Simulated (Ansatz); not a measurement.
# triplet ZrO at 6 levels

Aim: a comparison of 6 runs (UHF/STO-3G, U-wB97X/def2-TZVP, UBHLYP/def2-TZVP, RPA@PBE0/def2-TZVP, UMP2/def2-TZVP, UCCSD(T)/def2-TZVP) of triplet ZrO. 

The calculation is run with Ansatz 0.2.0.

**1. The molecule**

The species is ZrO (2 atoms), meant as a triplet with charge 0. SMILES of the parent species: `[O][Zr]`. The bond length is the one measured for the parent species. That shape belongs to the parent species and isn't relaxed for this state.

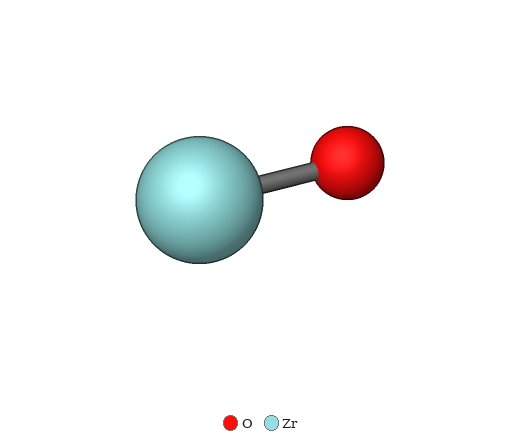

The structure, seen from a chosen angle (oxygen red, zirconium light teal).

**2. A single-point energy at UHF/STO-3G (run 1)**

File in.yaml:

```yaml
crystal:
  periodic: [false, false, false]
  atoms:
    - {symbol: O, position_ang: [0.000000, 0.000000, 0.000000]}
    - {symbol: Zr, position_ang: [0.000000, 0.000000, 1.711600]}
basis:
  gaussian:
    orbitals: STO-3G
magnetization:
  spin_polarized: true
  initial_magnetization: 2
hamiltonian:
  xc: hf
accuracy: high
output: {orbitals: {seedname: orbitals}}
```

The run is started by

```sh
$ ansatz run in.yaml --threads 1 --pin off --max-ram 3480MiB --events-out events.jsonl --progress --plain --runs-dir runs
```

Output:

```text
Warning: RAYON_NUM_THREADS=1 ignored (pool sized by the plan → 1); use --threads N
Functional definition: HF
  name "HF"
  exchange = exact_x
  correlation = 0
559 factors; integrals over basis functions are off by at most 1.8e-8 eV
mean field evaluation 1: about -97331.1574 eV, gradient 2.4e1 eV
mean field evaluation 2: about -97331.1925 eV, gradient 2.4e1 eV
mean field evaluation 4: about -97335.4617 eV, gradient 2.6e0 eV
mean field evaluation 8: about -97335.8106 eV, gradient 5.7e-1 eV
mean field evaluation 16: about -97335.8278 eV, gradient 5.7e-7 eV
mean field evaluation 32: about -97333.8139 eV, gradient 6.7e-1 eV
mean field evaluation 64: about -97331.3716 eV, gradient 2.1e0 eV
mean field -97335.82782714 eV, -3577.0256960536 hartree, gradient 1.9e-8 eV, S^2 2.133836; 0 other end points of the search recorded, 0 dependent functions left out
reference -97335.82782714 eV, -3577.0256960536 hartree; 25, 23 occupied and 7, 9 virtual orbitals, 559 factors
Total energy: -97335.82782714 eV, -3577.0256960536 hartree
```

Run time: 0.93 s. Hardware: 1 thread of Arm Neoverse V1, shared host; peak memory 0.087 GiB.

**3. The energy at U-wB97X/def2-TZVP (core potential) (run 2)**

File run.yaml:

```yaml
crystal:
  periodic: [false, false, false]
  atoms:
    - {symbol: O, position_ang: [0.000000, 0.000000, 0.000000]}
    - {symbol: Zr, position_ang: [0.000000, 0.000000, 1.711600]}
basis:
  gaussian: {orbitals: def2-TZVP}
magnetization: {spin_polarized: true, initial_magnetization: 2}
hamiltonian: {xc: {name: wB97X}}
accuracy: high
output: {orbitals: {seedname: orbitals}}
```

The run is started by

```sh
$ ansatz run run.yaml --threads 1 --pin off --max-ram 3480MiB --events-out events.jsonl --progress --plain --runs-dir runs
```

Output, cut to the lines that bear on the results:

```text
Warning: RAYON_NUM_THREADS=1 ignored (pool sized by the plan → 1); use --threads N
Functional definition: wB97X
  name "wB97X"
[...]
      + exact_x_lr(omega)
[...]
      + integral(e_c_pw_opposite_spin*poly(b97_u_opposite, 1, cos1, cos2, cos3, cos4))
1124 factors; integrals over basis functions are off by at most 3.6e-9 eV
295 factors; integrals over basis functions are off by at most 1.0e-9 eV
[...]
mean field -3326.05108962 eV, -122.2301230650 hartree, gradient 8.9e-8 eV, S^2 2.002125; 2 other end points of the search recorded, 0 dependent functions left out
reference -3326.05108855 eV, -122.2301230258 hartree; 11, 9 occupied and 60, 62 virtual orbitals, 1124 factors
Total energy: -3326.05108855 eV, -122.2301230258 hartree
```

Run time: 39 s. Hardware: 1 thread of Arm Neoverse V1, shared host; peak memory 0.65 GiB.

**4. The energy at UBHLYP/def2-TZVP (core potential) (run 3)**

File run.yaml:

```yaml
crystal:
  periodic: [false, false, false]
  atoms:
    - symbol: O
      position_ang: [0.000000, 0.000000, 0.000000]
    - symbol: Zr
      position_ang: [0.000000, 0.000000, 1.711600]
basis:
  gaussian: {orbitals: def2-TZVP}
magnetization: {spin_polarized: true, initial_magnetization: 2}
hamiltonian: {xc: {name: BHLYP}}
accuracy: high
output: {orbitals: {seedname: orbitals}}
```

The run is started by

```sh
$ ansatz run run.yaml --threads 1 --pin off --max-ram 3480MiB --events-out events.jsonl --progress --plain --runs-dir runs
```

Output:

```text
Warning: RAYON_NUM_THREADS=1 ignored (pool sized by the plan → 1); use --threads N
Functional definition: BHLYP
  name "BHLYP"
  parameter a = 0.5
  exchange = (1 - a)*b88_x + a*exact_x
  correlation = lyp_c
1124 factors; integrals over basis functions are off by at most 3.6e-9 eV
mean field evaluation 1: about -3314.0575 eV, gradient 5.0e1 eV
mean field evaluation 2: about -3200.3274 eV, gradient 1.5e2 eV
mean field evaluation 4: about -3323.6307 eV, gradient 3.0e0 eV
mean field evaluation 8: about -3323.7441 eV, gradient 1.8e-1 eV
mean field evaluation 16: about -3323.7452 eV, gradient 7.3e-4 eV
mean field evaluation 32: about -3323.7452 eV, gradient 2.1e-8 eV
mean field -3323.74520108 eV, -122.1453832244 hartree, gradient 2.1e-8 eV, S^2 2.005190; 1 other end points of the search recorded, 0 dependent functions left out
reference -3323.74521985 eV, -122.1453839141 hartree; 11, 9 occupied and 60, 62 virtual orbitals, 1124 factors
Total energy: -3323.74521985 eV, -122.1453839141 hartree
```

Run time: 9 s. Hardware: 1 thread of Arm Neoverse V1, shared host; peak memory 0.23 GiB.

Runs 4 to 5 aren't shown in full; the table further down has their settings and results.

**5. A single-point energy at UCCSD(T)/def2-TZVP (core potential) (run 6)**

File input.yaml:

```yaml
crystal:
  periodic: [false, false, false]
  atoms:
    - {symbol: O, position_ang: [0.000000, 0.000000, 0.000000]}
    - {symbol: Zr, position_ang: [0.000000, 0.000000, 1.711600]}
basis:
  gaussian:
    orbitals: def2-TZVP
magnetization:
  spin_polarized: true
  initial_magnetization: 2
correlation:
  method: ccsd_t
  frozen_orbitals: {O: 1, Zr: 0}
accuracy: high
scf:
  omitted_lower_state_checks: [cluster_reference, increment]
```

The run is started by

```sh
$ ansatz run input.yaml --threads 1 --pin off --max-ram 3480MiB --events-out events.jsonl --progress --plain --runs-dir runs
```

Output, cut to the lines that bear on the results:

```text
Warning: RAYON_NUM_THREADS=1 ignored (pool sized by the plan → 1); use --threads N
[... 2 set-up lines as earlier in the session ...]
[...]
1124 factors; integrals over basis functions are off by at most 3.6e-9 eV
[...]
mean field -3303.82398954 eV, -121.4132922034 hartree, gradient 2.4e-8 eV, S^2 2.027036; 10 other end points of the search recorded, 0 dependent functions left out
1 core orbitals not correlated: weight in the atoms' cores, before any rotation towards them, 1.000 or more for the frozen orbitals, at most 0.000 for the correlated occupied ones
reference -3303.82398954 eV, -121.4132922034 hartree; 10, 8 occupied and 60, 62 virtual orbitals, 1124 factors
second order -13.92223902 eV of doubles, -0.00000000 eV of singles
cycle   1  -12.69639373 eV  change     1.2e0 eV  update   1.8e-1
[...]
cycle  26  -13.45266122 eV  change  -7.8e-10 eV  update  8.1e-10
perturbative correction -0.68634994 eV, -0.0252228951 hartree
Total energy: -3317.96300070 eV, -121.9328912797 hartree
Checks for a lower state left out: cluster_reference, increment
```

It took 16 s on 1 thread of Arm Neoverse V1, shared host; peak memory 0.46 GiB.

**6. All runs side by side**

```csv
run,level,core potential,frozen core orbitals,energy (Eh),⟨S²⟩,wall time
1,UHF/STO-3G,none,–,-3577.025696,2.134,0.93 s
2,U-wB97X/def2-TZVP (core potential),def2-TZVP,–,-122.230123,2.002,39 s
3,UBHLYP/def2-TZVP (core potential),def2-TZVP,–,-122.145384,2.005,9 s
4,RPA@PBE0/def2-TZVP (core potential),def2-TZVP,1,-122.075823,2.009,12 s
5,UMP2/def2-TZVP (core potential),def2-TZVP,1,-121.924925,2.027,5.7 s
6,UCCSD(T)/def2-TZVP (core potential),def2-TZVP,1,-121.932891,2.027,16 s
```

**7. Results**

```
                                         quantity          value
                              run 6: total energy  -121.93289 Eh
run 6: correlation energy (1 core orbital frozen)     -519.6 mEh
                            run 6: (T) correction     -25.22 mEh
         run 6: ⟨S²⟩ of the reference determinant          2.027
                             run 6: T1 diagnostic          0.028
```

What this shows: Totals of different functionals can't be ranked against each other. Some runs of one species differ in core potentials or relativity; totals across that change don't compare. In run 1 the basis is minimal, so the values are rough. In run 1 relativity is left out where basis or elements ask for it. Spin contamination of the reference: run 1 ⟨S²⟩ = 2.13. All runs together took 82 s, the longest 39 s.
